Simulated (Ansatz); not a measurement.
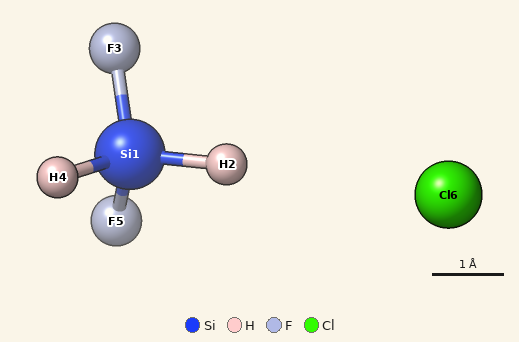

The starting structure (ball-and-stick view, seen at a tilt; atoms are numbered from 1 in the order of the input).

Nudged elastic band of SiH2ClF2

System: SiH2ClF2, multiplicity 2.
Method: UHF/def2-SVP (Ansatz 0.2.0).

It belongs to a series of runs on one base structure; here: band between the two ends. Figures and captions count atoms from 1; the log counts them from 0 in places.

Input:
```yaml
crystal:
  periodic: [false, false, false]
  atoms:
    - { symbol: Si, position_ang: [-0.008675, 0.015633, -0.203797] }
    - { symbol: H, position_ang: [0.034416, -0.059222, 1.256512] }
    - { symbol: F, position_ang: [1.486869, -0.004014, -0.76441] }
    - { symbol: H, position_ang: [-0.692088, 1.199428, -0.727029] }
    - { symbol: F, position_ang: [-0.73937, -1.28932, -0.764603] }
    - { symbol: Cl, position_ang: [-0.018353, 0.031494, 4.748127] }
magnetization:
  spin_polarized: true
  initial_magnetization: 1
basis:
  gaussian: { orbitals: def2-SVP }
hamiltonian:
  xc: hf
neb:
  order_check: false
  images: 9
  f_tol: 0.05
  max_iterations: 50
  spring: { min: 2.0, max: 10.0 }
  final_atoms:
    - { symbol: Si, position_ang: [0.10227989, -0.177877, -0.55844248] }
    - { symbol: H, position_ang: [0.31538541, -0.54921186, 3.8916407] }
    - { symbol: F, position_ang: [1.37661202, 0.18440928, -1.46286681] }
    - { symbol: H, position_ang: [-0.61835365, 1.07051161, -0.24551588] }
    - { symbol: F, position_ang: [-0.84689557, -1.09800629, -1.46707579] }
    - { symbol: Cl, position_ang: [-0.2662291, 0.46417325, 3.38706024] }
  initial_path:
    images:
      - { positions_ang: [[-0.008675, 0.015633, -0.203797], [0.034416, -0.059222, 1.256512], [1.486869, -0.004014, -0.76441], [-0.692088, 1.199428, -0.727029], [-0.73937, -1.28932, -0.764603], [-0.018353, 0.031494, 4.748127]] }
      - { positions_ang: [[-0.00700454, 0.01261688, -0.16303308], [0.02765498, -0.047587, 1.34721392], [1.48925279, -0.00300155, -0.71758714], [-0.69132799, 1.19802367, -0.67856067], [-0.74139837, -1.29072642, -0.71773874], [-0.01437787, 0.02467341, 4.47450572]] }
      - { positions_ang: [[-0.00533409, 0.00960076, -0.12226917], [0.02089395, -0.03595199, 1.43791583], [1.49163659, -0.0019891, -0.67076429], [-0.69056797, 1.19661934, -0.63009234], [-0.74342673, -1.29213283, -0.67087448], [-0.01040274, 0.01785282, 4.20088444]] }
      - { positions_ang: [[-0.00366363, 0.00658464, -0.08150525], [0.01413293, -0.02431699, 1.52861775], [1.49402038, -0.00097665, -0.62394143], [-0.68980796, 1.19521501, -0.58162401], [-0.7454551, -1.29353925, -0.62401022], [-0.00642762, 0.01103223, 3.92726316]] }
      - { positions_ang: [[-0.00199317, 0.00356852, -0.04074133], [0.0073719, -0.01268198, 1.61931967], [1.49640418, 3.58e-05, -0.57711858], [-0.68904795, 1.19381068, -0.53315567], [-0.74748347, -1.29494567, -0.57714596], [-0.00245249, 0.00421164, 3.65364188]] }
      - { positions_ang: [[-0.00032272, 0.0005524, 2.258e-05], [0.00061088, -0.00104698, 1.71002158], [1.49878797, 0.00104825, -0.53029572], [-0.68828793, 1.19240635, -0.48468734], [-0.74951184, -1.29635208, -0.5302817], [0.00152264, -0.00260895, 3.3800206]] }
      - { positions_ang: [[0.0201978, -0.03513348, -0.11167043], [0.06356579, -0.11067995, 2.14634541], [1.47435278, 0.03772046, -0.71680994], [-0.67430108, 1.1680274, -0.43685305], [-0.76898858, -1.25668292, -0.71764052], [-0.05202771, 0.09074749, 3.38142853]] }
      - { positions_ang: [[0.04071833, -0.07081936, -0.22336344], [0.12652069, -0.22031293, 2.58266923], [1.44991759, 0.07439266, -0.90332416], [-0.66031422, 1.14364846, -0.38901876], [-0.78846533, -1.21701376, -0.90499934], [-0.10557806, 0.18410393, 3.38283646]] }
      - { positions_ang: [[0.06123885, -0.10650524, -0.33505645], [0.1894756, -0.3299459, 3.01899306], [1.4254824, 0.11106487, -1.08983837], [-0.64632737, 1.11926951, -0.34118446], [-0.80794208, -1.17734461, -1.09235815], [-0.1591284, 0.27746037, 3.38424438]] }
      - { positions_ang: [[0.08175937, -0.14219112, -0.44674946], [0.2524305, -0.43957888, 3.45531688], [1.40104721, 0.14773708, -1.27635259], [-0.63234051, 1.09489056, -0.29335017], [-0.82741882, -1.13767545, -1.27971697], [-0.21267875, 0.37081681, 3.38565231]] }
      - { positions_ang: [[0.10227989, -0.177877, -0.55844248], [0.31538541, -0.54921186, 3.8916407], [1.37661202, 0.18440928, -1.46286681], [-0.61835365, 1.07051161, -0.24551588], [-0.84689557, -1.09800629, -1.46707579], [-0.2662291, 0.46417325, 3.38706024]] }
```

Run as:
```bash
ansatz run input.yaml --threads 1 --pin off --max-ram 2048MiB --backend cpu --events-out ev --progress --plain --runs-dir out
```

The program's output:
```
Engine: ansatz 0.2.0, x86_64-unknown-linux-gnu
Functional definition: HF
  exchange = exact_x
  correlation = 0
717 factors; integrals over basis functions are off by at most 5.0e-4 eV
mean field evaluation 1: about -25797.0325 eV, gradient 2.4e1 eV
mean field evaluation 2: about -25797.0423 eV, gradient 2.4e1 eV
mean field evaluation 4: about -25800.6159 eV, gradient 2.3e0 eV
mean field evaluation 8: about -25800.6746 eV, gradient 6.0e-2 eV
mean field evaluation 16: about -25800.6728 eV, gradient 6.6e-3 eV
mean field evaluation 32: about -25800.6890 eV, gradient 5.0e-4 eV
mean field evaluation 64: about -25800.6892 eV, gradient 9.3e-2 eV
mean field evaluation 96: about -25800.6890 eV, gradient 2.0e-3 eV
mean field evaluation 128: about -25800.6879 eV, gradient 8.9e-3 eV
mean field evaluation 160: about -25800.6892 eV, gradient 1.4e-2 eV
mean field evaluation 192: about -25800.6728 eV, gradient 1.2e-2 eV
mean field evaluation 224: about -25800.6890 eV, gradient 1.5e-2 eV
mean field -25800.68942623 eV, -948.1578480785 hartree, gradient 7.5e-10 eV, S^2 0.755447; 3 other end points of the search recorded, 0 dependent functions left out
the calculation of the forces begins
reference -25800.68942623 eV, -948.1578480785 hartree; 26, 25 occupied and 48, 49 virtual orbitals, 717 factors
719 factors; integrals over basis functions are off by at most 5.7e-4 eV
mean field -25800.38962727 eV, -948.1468306699 hartree, gradient 8.9e-5 eV, S^2 0.753391; 0 other end points of the search recorded, 0 dependent functions left out
[... from here on the field's lines of each further geometry are left out, up to the last ...]
NEB iter   1: max|band force component| = 5.879e1 eV/Å  barrier→ = 12.0027 eV  barrier← = 11.7029 eV  Δτ_max = 0.2000 Å  (2110 SCF iters)
NEB iter   2: max|band force component| = 6.354e0 eV/Å  barrier→ = 1.2380 eV  barrier← = 0.9382 eV  Δτ_max = 0.2000 Å  (574 SCF iters)
NEB iter   3: max|band force component| = 3.636e0 eV/Å  barrier→ = 1.0724 eV  barrier← = 0.7726 eV  Δτ_max = 0.2000 Å  (691 SCF iters)
NEB iter   4: max|band force component| = 4.350e0 eV/Å  barrier→ = 0.9001 eV  barrier← = 0.6003 eV  Δτ_max = 0.1001 Å  (468 SCF iters)
NEB iter   5: max|band force component| = 6.940e-1 eV/Å  barrier→ = 0.8478 eV  barrier← = 0.5480 eV  Δτ_max = 0.2000 Å  (437 SCF iters)
NEB iter   6: max|band force component| = 9.690e-1 eV/Å  barrier→ = 0.8424 eV  barrier← = 0.5426 eV  CI = image 3  Δτ_max = 0.1803 Å  (429 SCF iters)
NEB iter   7: max|band force component| = 8.750e-1 eV/Å  barrier→ = 0.9023 eV  barrier← = 0.6025 eV  CI = image 3  Δτ_max = 0.1015 Å  (374 SCF iters)
NEB iter   8: max|band force component| = 2.727e-1 eV/Å  barrier→ = 0.8661 eV  barrier← = 0.5663 eV  CI = image 3  Δτ_max = 0.0436 Å  (370 SCF iters)
NEB iter   9: max|band force component| = 1.244e-1 eV/Å  barrier→ = 0.8705 eV  barrier← = 0.5707 eV  CI = image 3  Δτ_max = 0.0205 Å  (394 SCF iters)
NEB iter  10: max|band force component| = 6.918e-2 eV/Å  barrier→ = 0.8697 eV  barrier← = 0.5699 eV  CI = image 3  Δτ_max = 0.0067 Å  (356 SCF iters)
NEB iter  11: max|band force component| = 6.083e-2 eV/Å  barrier→ = 0.8695 eV  barrier← = 0.5697 eV  CI = image 3  Δτ_max = 0.0052 Å  (333 SCF iters)
the calculation of the forces begins
reference -25800.37213510 eV, -948.1461878445 hartree; 26, 25 occupied and 48, 49 virtual orbitals, 723 factors
719 factors; integrals over basis functions are off by at most 1.5e-3 eV
mean field -25799.82027873 eV, -948.1259074971 hartree, gradient 1.5e-5 eV, S^2 0.778098; 1 other end points of the search recorded, 0 dependent functions left out
the calculation of the forces begins
reference -25799.82027873 eV, -948.1259074971 hartree; 26, 25 occupied and 48, 49 virtual orbitals, 719 factors
NEB iter  12: max|band force component| = 2.379e-2 eV/Å  barrier→ = 0.8691 eV  barrier← = 0.5693 eV  CI = image 3  Δτ_max = 0.0000 Å  (994 SCF iters)
```

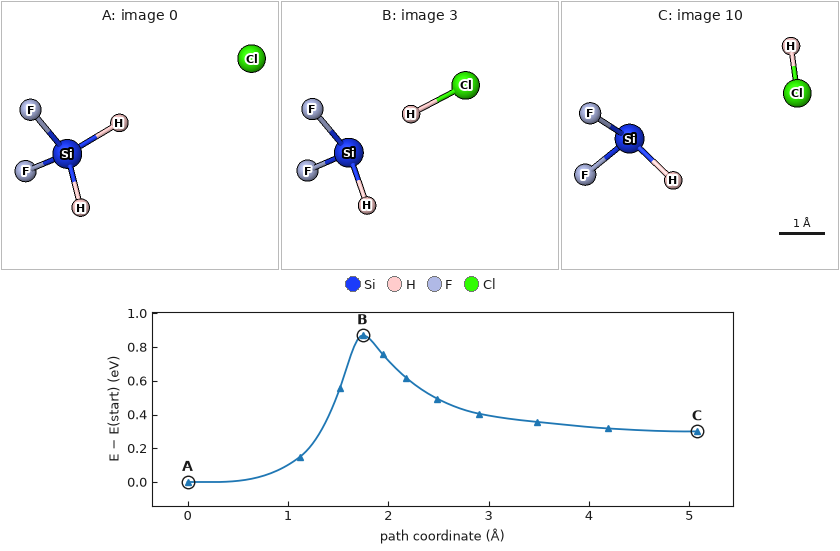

Images of the last band (counted from 0; ball-and-stick, seen at a tilt) above the energy along the path; the line is a cubic interpolation that uses the forces. The highest image is number 3, 0.869 eV above the start and 0.569 eV above the end (the climbing image); the end lies 0.300 eV above the start. The path is 5.08 Å long. The band converged in 12 iterations.

```
Total energy: -25799.82027873 eV, -948.1259074971 hartree
Atom 0 at    -0.008281     0.014914     0.011964 Å, force     0.000539    -0.000763    -0.000325 eV/Å
Atom 1 at     0.023234    -0.039987     1.781354 Å, force     0.000294    -0.000510    -0.022641 eV/Å
Atom 2 at     1.491539    -0.009689    -0.517714 Å, force     0.004672     0.007084     0.002870 eV/Å
Atom 3 at    -0.700264     1.213561    -0.465683 Å, force     0.003032    -0.005250     0.000720 eV/Å
Atom 4 at    -0.736814    -1.296213    -0.517939 Å, force    -0.008519    -0.000592     0.002834 eV/Å
Atom 5 at    -0.006615     0.011413     3.252818 Å, force    -0.000018     0.000030     0.016542 eV/Å
Dipole moment:    -0.159938     0.277079    -0.292038 e Å
this run last wrote the band of iteration 12 to [file]
```

The last band as extended XYZ (Å, eV, eV/Å):
```
6
Properties=species:S:1:pos:R:3:forces:R:3 image=0 energy=-25800.68943
Si   -0.0087    0.0156   -0.2038    0.0018  -0.0031   0.0275
H     0.0344   -0.0592    1.2565   -0.0022   0.0038  -0.0129
F     1.4869   -0.0040   -0.7644   -0.0026   0.0028  -0.0061
H    -0.6921    1.1994   -0.7270    0.0040  -0.0070  -0.0033
F    -0.7394   -1.2893   -0.7646   -0.0011   0.0036  -0.0061
Cl   -0.0184    0.0315    4.7481    0.0001  -0.0001   0.0010
6
Properties=species:S:1:pos:R:3:forces:R:3 image=1 energy=-25800.53967
Si   -0.0096    0.0172   -0.0082    0.0025  -0.0043  -0.0745
H     0.0371   -0.0639    1.4467    0.0114  -0.0197  -0.1709
F     1.4872   -0.0016   -0.5576    0.0049   0.0100  -0.0560
H    -0.6970    1.2079   -0.5029    0.0010  -0.0017  -0.0574
F    -0.7416   -1.2884   -0.5578   -0.0110   0.0008  -0.0560
Cl   -0.0132    0.0228    3.7247   -0.0087   0.0149   0.4147
6
Properties=species:S:1:pos:R:3:forces:R:3 image=2 energy=-25800.13117
Si   -0.0090    0.0161    0.0486   -0.0051   0.0092   0.3297
H     0.0264   -0.0454    1.5954    0.0230  -0.0396  -1.6549
F     1.4853   -0.0078   -0.5065   -0.0497   0.0114   0.1034
H    -0.6967    1.2074   -0.4566    0.0360  -0.0624   0.0708
F    -0.7353   -1.2899   -0.5067    0.0148   0.0485   0.1033
Cl   -0.0078    0.0135    3.3706   -0.0191   0.0328   1.0478
6
Properties=species:S:1:pos:R:3:forces:R:3 image=3 energy=-25799.82028
Si   -0.0083    0.0149    0.0120    0.0005  -0.0008  -0.0003
H     0.0232   -0.0400    1.7814    0.0003  -0.0005  -0.0226
F     1.4915   -0.0097   -0.5177    0.0047   0.0071   0.0029
H    -0.7003    1.2136   -0.4657    0.0030  -0.0053   0.0007
F    -0.7368   -1.2962   -0.5179   -0.0085  -0.0006   0.0028
Cl   -0.0066    0.0114    3.2528    0.0000   0.0000   0.0165
6
Properties=species:S:1:pos:R:3:forces:R:3 image=4 energy=-25799.93211
Si   -0.0077    0.0139   -0.0500   -0.0018   0.0033  -0.2171
H     0.0230   -0.0397    1.9506    0.0029  -0.0052   0.5849
F     1.4996   -0.0103   -0.5628    0.0327   0.0054  -0.1667
H    -0.7033    1.2188   -0.5115   -0.0110   0.0192  -0.1588
F    -0.7403   -1.3035   -0.5630   -0.0210  -0.0257  -0.1667
Cl   -0.0086    0.0148    3.2815   -0.0017   0.0030   0.1244
6
Properties=species:S:1:pos:R:3:forces:R:3 image=5 energy=-25800.07189
Si   -0.0065    0.0119   -0.1110   -0.0007   0.0020  -0.1212
H     0.0258   -0.0445    2.1063    0.0079  -0.0137   0.3342
F     1.5002   -0.0110   -0.6327    0.0097   0.0029  -0.1549
H    -0.7023    1.2172   -0.5806   -0.0017   0.0030  -0.1457
F    -0.7400   -1.3043   -0.6330   -0.0076  -0.0073  -0.1550
Cl   -0.0143    0.0248    3.3958   -0.0075   0.0130   0.2426
6
Properties=species:S:1:pos:R:3:forces:R:3 image=6 energy=-25800.19499
Si   -0.0105    0.0189   -0.1868   -0.0007   0.0012  -0.0762
H     0.0470   -0.0814    2.2911    0.0111  -0.0193   0.1856
F     1.4879    0.0055   -0.7380   -0.0024   0.0033  -0.0955
H    -0.7092    1.2291   -0.6472    0.0017  -0.0029  -0.0857
F    -0.7480   -1.2854   -0.7383   -0.0017   0.0037  -0.0955
Cl   -0.0044    0.0073    3.5639   -0.0080   0.0138   0.1673
6
Properties=species:S:1:pos:R:3:forces:R:3 image=7 energy=-25800.28502
Si   -0.0129    0.0230   -0.2935   -0.0002   0.0003  -0.0345
H     0.0903   -0.1566    2.5371    0.0123  -0.0213   0.0808
F     1.4758    0.0211   -0.8751   -0.0023   0.0018  -0.0430
H    -0.7148    1.2390   -0.7376   -0.0005   0.0008  -0.0343
F    -0.7555   -1.2671   -0.8755   -0.0003   0.0029  -0.0430
Cl   -0.0202    0.0345    3.7894   -0.0090   0.0156   0.0740
6
Properties=species:S:1:pos:R:3:forces:R:3 image=8 energy=-25800.33297
Si   -0.0116    0.0210   -0.3879    0.0005  -0.0010  -0.0113
H     0.2469   -0.4280    2.8697    0.0174  -0.0301   0.0371
F     1.4597    0.0443   -1.0180   -0.0020   0.0031  -0.0153
H    -0.7223    1.2526   -0.7752   -0.0005   0.0009  -0.0044
F    -0.7677   -1.2412   -1.0184   -0.0017   0.0033  -0.0153
Cl   -0.1421    0.2453    3.8746   -0.0137   0.0238   0.0092
6
Properties=species:S:1:pos:R:3:forces:R:3 image=9 energy=-25800.37214
Si    0.0118   -0.0197   -0.4446    0.0015  -0.0026  -0.0055
H     0.3734   -0.6478    3.3745    0.0075  -0.0130   0.0304
F     1.4356    0.0837   -1.1745   -0.0017   0.0029  -0.0080
H    -0.7178    1.2451   -0.6534    0.0007  -0.0013   0.0064
F    -0.7899   -1.2002   -1.1754   -0.0017   0.0030  -0.0081
Cl   -0.2503    0.4330    3.6182   -0.0063   0.0109  -0.0152
6
Properties=species:S:1:pos:R:3:forces:R:3 image=10 energy=-25800.38963
Si    0.1023   -0.1779   -0.5584   -0.0029   0.0046  -0.0124
H     0.3154   -0.5492    3.8916   -0.0098   0.0171  -0.0079
F     1.3766    0.1844   -1.4629   -0.0002   0.0015   0.0063
H    -0.6184    1.0705   -0.2455    0.0041  -0.0071  -0.0010
F    -0.8469   -1.0980   -1.4671   -0.0011   0.0010   0.0063
Cl   -0.2662    0.4642    3.3871    0.0099  -0.0172   0.0087
```

Results in brief:

- outcome: converged
- barrier, forward: 0.869 eV
- barrier, backward: 0.569 eV
- hardware: 1 thread of AMD EPYC (Zen 3), 32 GiB of memory available, shared host
- wall time: 4.5 min
- peak memory: 0.23 GiB

Remarks:

The order of the saddle point was not checked.
